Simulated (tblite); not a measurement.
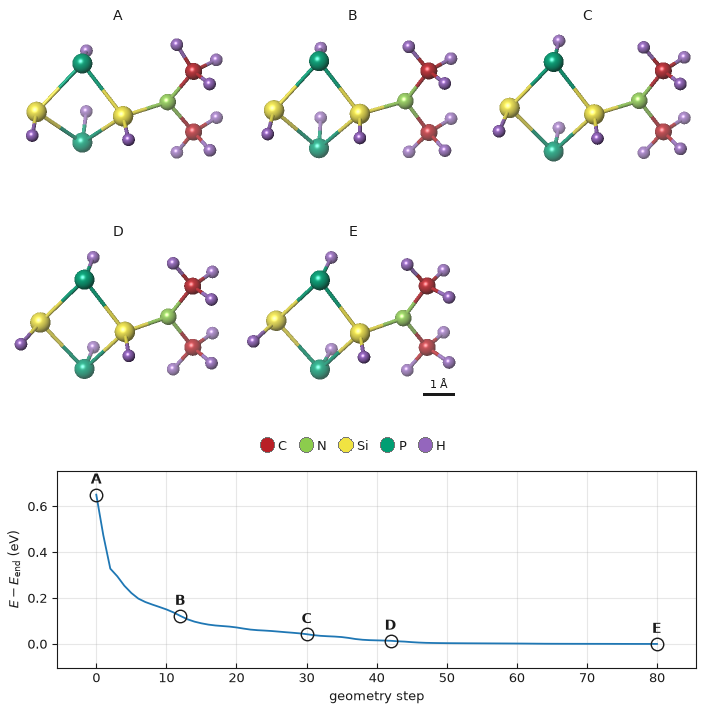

Frames of a relaxation of C₂H₁₀NP₂Si₂ (multiplicity 2), marked on the history of the run. The picture is a ball-and-stick view, seen at a tilt.

Level of theory: GFN2-xTB geometry optimisation, gas phase (tblite 0.8.0). 

**Describe the path.**

The largest moves after the best rigid fit, 0.79 Å, are those of H atoms. Largest moves by element: H 0.79 Å, Si 0.46 Å, P 0.42 Å, C 0.08 Å, N 0.03 Å. Near-neighbour distances that change, for instance: P–Si 2.193 → 2.255 Å, P–Si 2.227 → 2.280 Å, C–N 1.473 → 1.442 Å, H–P 1.412 → 1.384 Å. Bond angles that change, for instance: P–Si–P 89.4° → 101.6°, P–Si–P 87.9° → 100.1°, P–Si–H 116.1° → 106.5°. Over 80 geometry steps the energy falls by 0.651 eV. The run took 1.5 s on 1 thread of Intel(R) Xeon(R) Platinum 8259CL CPU @ 2.50GHz, on a shared host. From step 0 to 12: H atoms move most (0.21 Å), energy −0.529 eV. From step 12 to 30: H atoms move most (0.37 Å), energy −0.080 eV. From step 30 to 42: an H atom moves most (0.33 Å), energy −0.029 eV. From step 42 to 80: an H atom moves most (0.19 Å), energy −0.014 eV.

| step | E − E(0), eV |
| --- | --- |
| 0 | 0.0000 |
| 1 | -0.1765 |
| 2 | -0.3225 |
| 3 | -0.3560 |
| 4 | -0.3969 |
| 5 | -0.4286 |
| 6 | -0.4531 |
| 7 | -0.4680 |
| 8 | -0.4792 |
| 9 | -0.4895 |
| 10 | -0.5003 |
| 14 | -0.5534 |
| 17 | -0.5702 |
| 21 | -0.5838 |
| 25 | -0.5944 |
| 28 | -0.6019 |
| 32 | -0.6154 |
| 36 | -0.6245 |
| 39 | -0.6342 |
| 43 | -0.6391 |
| 47 | -0.6458 |
| 51 | -0.6475 |
| 54 | -0.6481 |
| 58 | -0.6486 |
| 62 | -0.6493 |
| 65 | -0.6499 |
| 69 | -0.6502 |
| 73 | -0.6504 |
| 76 | -0.6506 |
| 80 | -0.6507 |
